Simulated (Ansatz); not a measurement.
# SiH2Br (doublet): correlated methods under varied settings at distance Br1–H2 along a hydrogen transfer = 2.230 Å

Aim: run SiH2Br (doublet) at one geometry under a spread of methods and options, and see what each costs and gives.

Method: the settings change from run to run; program: Ansatz 0.2.0, Gaussian basis.

10 further runs of the same task are left out: 8 that didn't finish, 2 set aside as unsound or not needed.

## 1. What is computed

The geometry derives from fragments relaxed apart (PBE0/def2-TZVP) and kept rigid, so it is no stationary point. A hydrogen atom is moved between rigid fragments. No spin-orbit coupling is included. The filled d shell of Br may be among the frozen orbitals whatever the setting's name suggests; the logs give the count.

4 atoms, charge 0, spin multiplicity 2.

Atoms are counted from 1 here; the program's logs count them from 0.

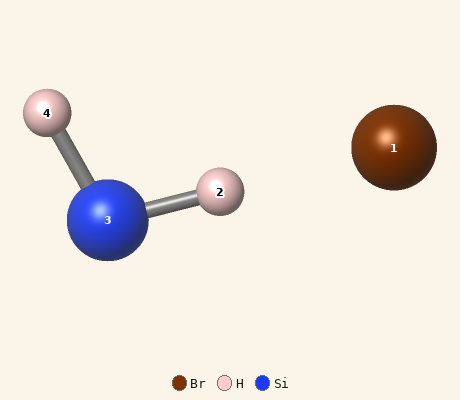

The structure; bromine brown, hydrogen pink, silicon blue; atoms are numbered from 1 in the order of the file.

Coordinates:

| atom | x (Å) | y (Å) | z (Å) |
| --- | --- | --- | --- |
| Br1 | -2.4916 | 0.3699 | 0.0000 |
| H2 | -0.2616 | 0.3699 | 0.0000 |
| Si3 | 1.1784 | 0.3699 | 0.0000 |
| H4 | 1.5748 | -1.1096 | 0.0000 |

## 2. CASSCF(11,7)/6-31G

Contents of in.yaml:

```yaml
crystal:
  periodic: [false, false, false]
  atoms:
    - {symbol: Br, position_ang: [-2.491609, 0.369878, 0.000000]}
    - {symbol: H, position_ang: [-0.261609, 0.369878, 0.000000]}
    - {symbol: Si, position_ang: [1.178391, 0.369878, 0.000000]}
    - {symbol: H, position_ang: [1.574826, -1.109635, 0.000000]}
basis:
  gaussian: {orbitals: 6-31G}
magnetization: {spin_polarized: false, initial_magnetization: 1}
correlation: {active_space: {window: {electrons: 11, orbitals: 7}}}
output: {forces: true}
```

Launch:

```console
> ansatz run in.yaml --threads 1 --pin off --events-out ev --progress --plain --max-ram 2393MiB
```

Standard output:

```text
Functional definition: HF
  name "HF"
  cite "Fock, Z. Phys. 61, 126 (1930) doi:10.1007/BF01340294"
  parent pbe
  exchange = exact_x
  correlation = 0
466 factors; integrals over basis functions are off by at most 7.4e-4 eV
mean field evaluation 1: about -77876.0496 eV, gradient 1.8e1 eV
mean field evaluation 2: about -77876.0508 eV, gradient 1.8e1 eV
mean field evaluation 4: about -77878.0771 eV, gradient 5.6e0 eV
mean field evaluation 8: about -77878.8502 eV, gradient 7.8e-1 eV
mean field evaluation 16: about -77878.9439 eV, gradient 8.0e-2 eV
mean field evaluation 32: about -77878.4594 eV, gradient 1.4e-1 eV
mean field evaluation 64: about -77878.4421 eV, gradient 3.8e-1 eV
mean field evaluation 96: about -77878.4327 eV, gradient 5.2e-2 eV
mean field evaluation 128: about -77878.9439 eV, gradient 2.1e-2 eV
mean field -77878.94391993 eV, -2861.9984008131 hartree, gradient 2.5e-6 eV, S^2 0.750000; 13 other end points of the search recorded, 0 dependent functions left out
reference -77878.94391993 eV, -2861.9984008131 hartree; 26, 25 occupied and 20, 21 virtual orbitals, 466 factors
state -77879.40679784 eV, -2862.0154112628 hartree
the calculation of the forces begins
Total energy: -77879.40679784 eV, -2862.0154112628 hartree
Atom 0 at    -2.491609     0.369878     0.000000 Å, force    -0.425159    -0.012674    -0.000000 eV/Å
Atom 1 at    -0.261609     0.369878     0.000000 Å, force    -1.780184    -0.607776     0.000000 eV/Å
Atom 2 at     1.178391     0.369878     0.000000 Å, force     2.654002     1.271038     0.000000 eV/Å
Atom 3 at     1.574826    -1.109635     0.000000 Å, force    -0.448659    -0.650588     0.000000 eV/Å
Dipole moment:     0.087540    -0.208717     0.000000 e Å
```

It took 7 s on 1 thread of Arm Neoverse V1, shared host.

From the report: 147 determinants; active occupations 2.00, 2.00, 2.00, 2.00, 1.97, 1.00, 0.03.

## 3. MP2 on ROHF/cc-pVDZ

in.yaml, as its differences from that of step 2:

```diff
@@ -8,5 +8,6 @@
 basis:
-  gaussian: {orbitals: 6-31G}
+  gaussian: {orbitals: cc-pVDZ}
 magnetization: {spin_polarized: false, initial_magnetization: 1}
-correlation: {active_space: {window: {electrons: 11, orbitals: 7}}}
+correlation: {method: mp2, electrons: outside_noble_gas}
+scf: {lower_state_search: off}
 output: {forces: true}
```

The command is unchanged.

Standard output (excerpt; [...] marks lines left out):

```text
Functional definition: HF
  name "HF"
  cite "Fock, Z. Phys. 61, 126 (1930) doi:10.1007/BF01340294"
  parent pbe
[...]
587 factors; integrals over basis functions are off by at most 1.3e-3 eV
[...]
mean field -77889.09876321 eV, -2862.3715844206 hartree, gradient 1.2e-6 eV, S^2 0.750000; 0 other end points of the search recorded, 0 dependent functions left out
19 core orbitals not correlated: weight in the atoms' cores, before any rotation towards them, 1.000 or more for the frozen orbitals, at most 0.000 for the correlated occupied ones
reference -77889.09876321 eV, -2862.3715844206 hartree; 7, 6 occupied and 29, 30 virtual orbitals, 587 factors
second order -5.13954817 eV of doubles, -0.06944219 eV of singles
[...]
Total energy: -77894.30775357 eV, -2862.5630112854 hartree
Atom 0 at    -2.491609     0.369878     0.000000 Å, force    -0.003689    -0.031919    -0.000000 eV/Å
Atom 1 at    -0.261609     0.369878     0.000000 Å, force    -1.962719    -0.545814     0.000000 eV/Å
Atom 2 at     1.178391     0.369878     0.000000 Å, force     2.581780     0.559226    -0.000000 eV/Å
Atom 3 at     1.574826    -1.109635     0.000000 Å, force    -0.615372     0.018507     0.000000 eV/Å
Dipole moment:     0.258694    -0.094085     0.000000 e Å
Checks for a lower state left out: starts, cluster_reference, orbital_swaps, neighbouring_geometries, increment
```

Run time: 2 s. Hardware: 1 thread of Arm Neoverse V1, shared host.

## 4. BCCD/cc-pVDZ

in.yaml, as its differences from that of step 3:

```diff
@@ -10,4 +10,3 @@
 magnetization: {spin_polarized: false, initial_magnetization: 1}
-correlation: {method: mp2, electrons: outside_noble_gas}
-scf: {lower_state_search: off}
-output: {forces: true}
+hamiltonian: {xc: {name: PBE}}
+correlation: {method: bccd, electrons: valence}
```

Same command.

Standard output (excerpt; [...] marks lines left out):

```text
Functional definition: PBE
  name "PBE"
  cite "Perdew, Burke & Ernzerhof, Phys. Rev. Lett. 77, 3865 (1996) doi:10.1103/PhysRevLett.77.3865"
  parent pbe
[...]
587 factors; integrals over basis functions are off by at most 1.3e-3 eV
[...]
mean field -77937.68518498 eV, -2864.1571024875 hartree, gradient 5.9e-6 eV, S^2 0.750000; 14 other end points of the search recorded, 0 dependent functions left out
[...]
unrestricted determinant -77889.38175963 eV, -2862.3819843474 hartree, S^2 1.2547
14 core orbitals not correlated: weight in the atoms' cores, before any rotation towards them, 1.000 or more for the frozen orbitals, at most 0.000 for the correlated occupied ones
reference -77888.00580767 eV, -2862.3314190454 hartree; 12, 11 occupied and 29, 30 virtual orbitals, 587 factors
second order -6.14981256 eV of doubles, -0.55428430 eV of singles
cycle   1  -7.10435702 eV  change   -9.7e-1 eV  update   8.5e-2
[...]
cycle  20  -7.61863801 eV  change    1.1e-5 eV  update   7.2e-6
WARN: these amplitudes may be one of several solutions (largest doubles amplitude 0.11, level shift 2.56 eV)
Total energy: -77895.62444569 eV, -2862.6113988284 hartree
```

It took 18 s on 1 thread of Arm Neoverse V1, shared host.

From the report: correlation -7.6186 eV; largest double amplitude 0.11. The report flags that the cluster equations may have other roots.

## 5. BCCD on UHF/6-31G*

in.yaml, as its differences from that of step 4:

```diff
@@ -8,5 +8,6 @@
 basis:
-  gaussian: {orbitals: cc-pVDZ}
-magnetization: {spin_polarized: false, initial_magnetization: 1}
-hamiltonian: {xc: {name: PBE}}
-correlation: {method: bccd, electrons: valence}
+  gaussian: {orbitals: "6-31G*"}
+magnetization: {spin_polarized: true, initial_magnetization: 1}
+correlation: {method: bccd, electrons: outside_noble_gas}
+scf: {lower_state_search: full}
+output: {forces: true}
```

The command is unchanged.

Standard output (excerpt; [...] marks lines left out):

```text
Functional definition: HF
  name "HF"
  cite "Fock, Z. Phys. 61, 126 (1930) doi:10.1007/BF01340294"
  parent pbe
[...]
560 factors; integrals over basis functions are off by at most 9.8e-4 eV
[...]
mean field -77881.22764680 eV, -2862.0823262277 hartree, gradient 2.8e-6 eV, S^2 1.218445; 40 other end points of the search recorded, 0 dependent functions left out
determinant -77881.22764680 eV, -2862.0823262277 hartree, with singles and doubles -77886.59569432 eV, -2862.2795983356 hartree
determinant -77880.87217677 eV, -2862.0692629452 hartree, with singles and doubles -77885.91911356 eV, -2862.2547344513 hartree
determinant -77880.76617987 eV, -2862.0653676309 hartree, with singles and doubles -77886.00785920 eV, -2862.2579957932 hartree
determinant -77880.75079260 eV, -2862.0648021592 hartree, with singles and doubles -77885.98203789 eV, -2862.2570468777 hartree
[...]
19 core orbitals not correlated: weight in the atoms' cores, before any rotation towards them, 1.000 or more for the frozen orbitals, at most 0.000 for the correlated occupied ones
reference -77881.22764680 eV, -2862.0823262277 hartree; 7, 6 occupied and 32, 33 virtual orbitals, 560 factors
second order -4.28575424 eV of doubles, -0.00000000 eV of singles
cycle   1  -5.51889532 eV  change   -9.0e-2 eV  update   4.4e-2
[...]
cycle  33  -5.43304593 eV  change    1.4e-7 eV  update   2.0e-7
[...]
Total energy: -77886.66069272 eV, -2862.2819869828 hartree
Atom 0 at    -2.491609     0.369878     0.000000 Å, force    -0.020427    -0.036164     0.000156 eV/Å
Atom 1 at    -0.261609     0.369878     0.000000 Å, force    -1.985878    -0.485740    -0.000396 eV/Å
Atom 2 at     1.178391     0.369878     0.000000 Å, force     2.561117     0.550494     0.000240 eV/Å
Atom 3 at     1.574826    -1.109635     0.000000 Å, force    -0.554813    -0.028590     0.000000 eV/Å
Dipole moment:     0.336126    -0.119817    -0.000021 e Å
```

Wall time 50 s (1 thread of Arm Neoverse V1, shared host).

From the report: ⟨S²⟩ of the determinant 1.218 (pure doublet: 0.75); correlation -5.4330 eV; largest double amplitude 0.11.

## 6. All runs side by side

Where basis and cores are those of an earlier UCCSDT(Q)/cc-pVDZ run (-77895.5825 eV), and the state is the same kind, the miss against it is given. † marks a result that the program doubts.

| level | correlated | functions | energy (eV) | from UCCSDT(Q) (meV) | time |
| --- | --- | --- | --- | --- | --- |
| CASSCF(11,7)/6-31G |  | 46 | -77879.4068 |  | 7 s |
| MP2 on ROHF/cc-pVDZ | outside noble gas | 55 | -77894.3078 | 1274.8 | 2 s |
| BCCD/cc-pVDZ (on PBE orbitals) † | valence | 55 | -77895.6244 |  | 18 s |
| BCCD on UHF/6-31G* | outside noble gas | 58 | -77886.6607 |  | 50 s |

## 7. Results

| quantity | value |
| --- | --- |
| runs | 4 |
| quickest | MP2 on ROHF/cc-pVDZ, 2 s |
| slowest | BCCD on UHF/6-31G*, 50 s |

What this shows: Total energies in different bases, with other cores or another treatment of relativity can't be set against each other. BCCD on UHF/6-31G* took 25 times as long as MP2 on ROHF/cc-pVDZ; the jobs differ in more than the method.
